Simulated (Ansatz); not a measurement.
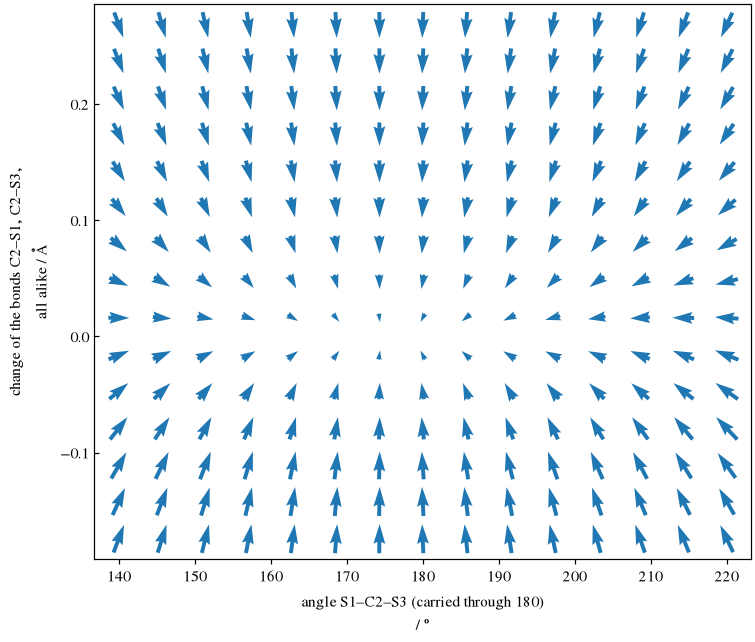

CHS2, SMILES S=C=[SH+], charge +1. The first coordinate is: angle S1–C2–S3 (carried through 180); the second: change of the bonds C2–S1, C2–S3, all alike. Nothing is relaxed (all other coordinates rigid). The scan uses a 15 × 15 grid. Points are written as (first, second). The restricted reference is unstable at some or all points, so the energies there are unreliable. Computed with Ansatz, RHF-MP2, frozen core/def2-TZVP.

The picture shows arrows along the force (downhill), their lengths compressed.

### The arrows alone are given. Where is the energy lowest?

The arrows converge at about (175°, 0.000 Å) (read from the interpolated surface).

The energy map of the same scan:

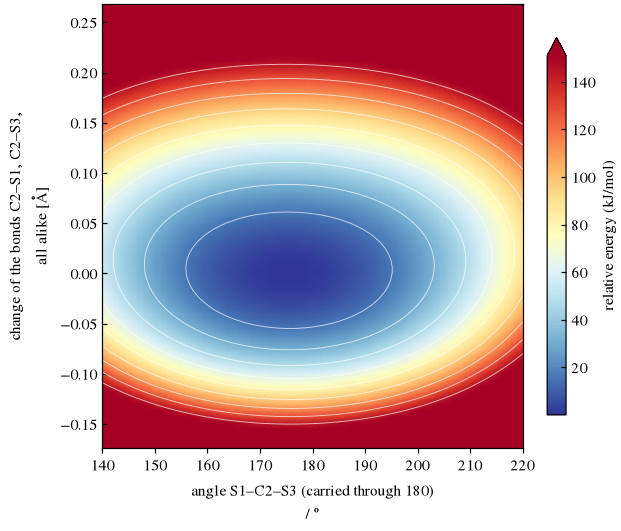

Energies are in kJ/mol, from the relaxed molecule at the same level; between grid points the surface is interpolated.
